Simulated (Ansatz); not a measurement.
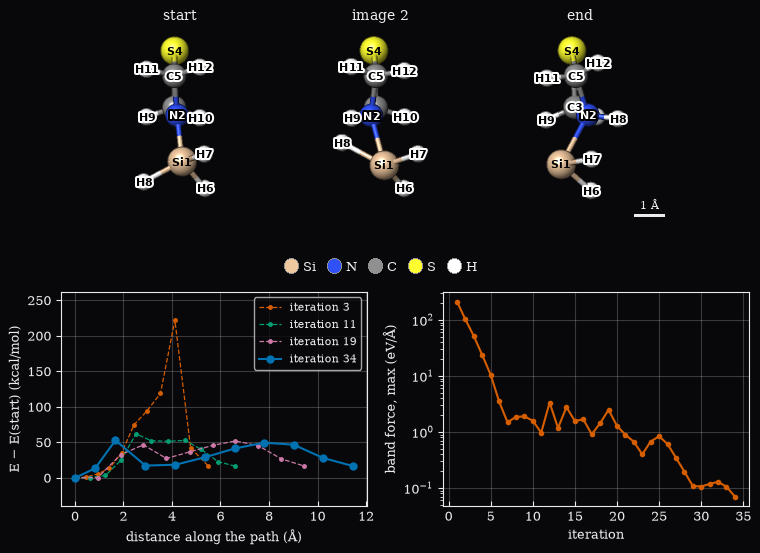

A search for the minimum-energy path of C$_{2}$H$_{7}$NSSi by the nudged elastic band. Images are numbered from 0 (start) to 10 (end). The plot follows the band through its iterations. A ball-and-stick model, seen from a free direction.

Computed with RKS BLYP-D4/6-31G in Ansatz. Settings: 9 movable images; climbing image; force threshold 0.05 eV/Å; iteration limit 34; starting path through a guess of the saddle point.

**How did the profile develop, and is the result final?**

The result isn't final. The band hadn't converged when the run stopped after 34 iterations. The largest component of the band force went from 210 to 0.07 eV/Å. The barrier read from it is provisional, though the highest image hardly moved in the last two iterations. The first iteration put the highest image at 888.8 kcal/mol. The energy climbs by 52.9 kcal/mol to image 2 and then falls by 36.1 kcal/mol, so the end point sits at +16.8 kcal/mol.

Limits of the set-up: the basis has no polarisation functions, which atoms past neon need.

Cost: 16 min on 1 thread of Arm Neoverse V2, on a shared host, peak memory 0.13 GiB.
